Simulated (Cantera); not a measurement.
Charge: 1 mol SiH2Cl2, 0.069 mol C3H8, 4.9 mol H2, held at 1902 °C.

Method: chemical equilibrium by Gibbs-energy minimisation in Cantera with the NASA 1993 tables (ideal gas, pure condensed phases). Candidate condensed phases: C, C6H6, C7H8, C8H18, Si, SiC; 109 gas species. Mutual solubility and eutectic melting of coexisting phases are not modelled. The tables' values for SiCl, SiCl3 are old estimates; treat these amounts as uncertain. Gases not in the tables: Si2H6 and higher silanes. Rates play no part.

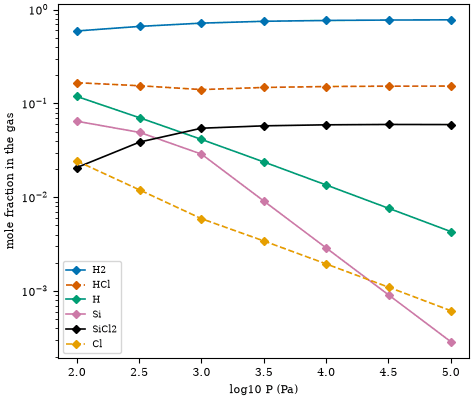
Figure. Equilibrium gas composition (values under 1e-9 drawn at 1e-9)

From 1.00 mbar to 3.20 mbar the condensed part is SiC(s). From 10.0 mbar to 1.00 bar the condensed part is Si(l) + SiC(s). The main Si-bearing gas is Si at 1.00 mbar and SiCl2 at 1.00 bar. The share of Si in condensed phases is highest at 1.00 bar (55.1 %) and lowest at 1.00 mbar (15.5 %).
